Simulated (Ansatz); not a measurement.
```
atom    x (Å)    y (Å)    z (Å)
   C  -2.7067  -2.7579   1.5462
  Al  -1.1661  -2.1095   0.4919
   F  -1.6683  -0.5990  -0.3168
  Ga   0.4792  -0.7149  -1.1035
   H  -3.5748  -2.9270   0.8827
   H  -3.0097  -1.9916   2.2833
   H  -2.5060  -3.6946   2.0910
```

Geometry: B3LYP-D3(BJ)/def2-SVP.

These are results of Ansatz, isolated molecule in a Gaussian basis; Kohn-Sham density functional theory, functional PBE0, not measurements.

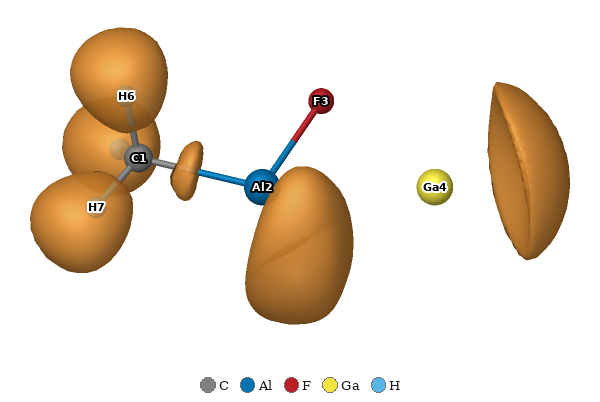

CH₃AlFGa. Isosurface of the ELF at 0.9 (orange), seen at a tilt. Only the valence region is drawn (cores and ρ < 0.01 e/Å³ removed).

> Where are the electrons localised?

The surface consists of one region between bonded Al–C atoms (shared pairs), three regions around hydrogen nuclei, one lobe on Al, pointing away from the bonds (lone pairs) and one lobe on Ga, pointing away from the bonds (lone pairs).

Values along the shortest contacts:
Ga4···F3 (2.29 Å): the ELF is about 0.10 at the midpoint. Al–F (1.79 Å): the ELF peaks at about 0.85 in the valence shell of F, 0.6 Å from its nucleus, and is about 0.35 at the midpoint.
